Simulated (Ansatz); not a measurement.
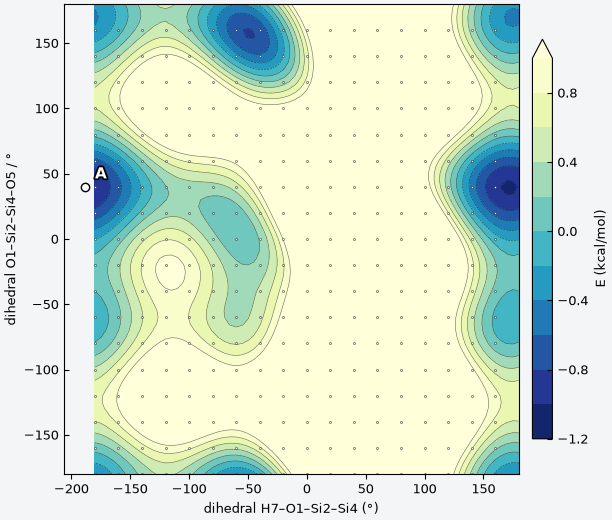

F2H4O2Si2, SMILES O[SiH](F)[SiH](O)F. First axis: dihedral H7–O1–Si2–Si4. Second axis: dihedral O1–Si2–Si4–O5. Nothing is relaxed (all other coordinates rigid). Grid: 18 × 18 points. Points are written as (first, second). All energies are given in kcal/mol relative to the relaxed molecule at the same level. Computed with Ansatz, RHF/def2-SVP.

In the figure: filled contours, dots at the grid points, one colour for all values above the top of the scale, the well A. Between grid points the surface is interpolated.

Estimate the position of the minimum and the force constants in these coordinates. Take the well at A.

Answer. The interpolated minimum is at dihedral H7–O1–Si2–Si4 ≈ −188°, dihedral O1–Si2–Si4–O5 ≈ 40°. The curvatures there are about 0.15 eV/rad² and 0.24 eV/rad², with a cross term of about 0 eV/rad². Round the minimum the two coordinates are nearly uncoupled. (1 eV is 23.1 kcal/mol.)
